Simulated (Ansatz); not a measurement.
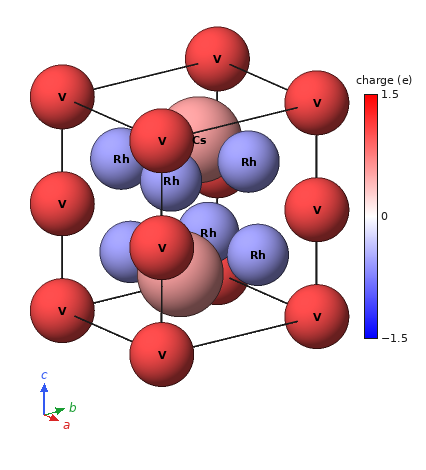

Spheres-only drawing of the structure, looking slightly off an axis. The parallelepiped is the simulation cell. The atoms of this CsVRh3 cell are coloured by their Bader charge.

Method used: Ansatz 0.2.0, DFT, PAW plane waves, PBE. It ran with plane waves to 420 eV, a 6×6×6 k-point grid, Gaussian smearing of 0.047 eV, no spin polarisation. The pressure of the cell is 11 GPa.

Question: Who donates electrons here and who accepts them?

Answer: Most positive: V; most negative: Rh. Charges: about Cs +0.5 e; V +1.0 e; Rh -0.5 e.

The model is a generated cell, made by putting these elements into a known structure type (the compound may or may not exist in this form); its atoms and cell weren't optimised. A calculation with Ansatz used it as input.

At this level of theory the cell isn't at rest (compressed, at 11 GPa and forces up to 1.6 eV/Å), so its distances can differ from those at equilibrium, the more so the softer the solid.
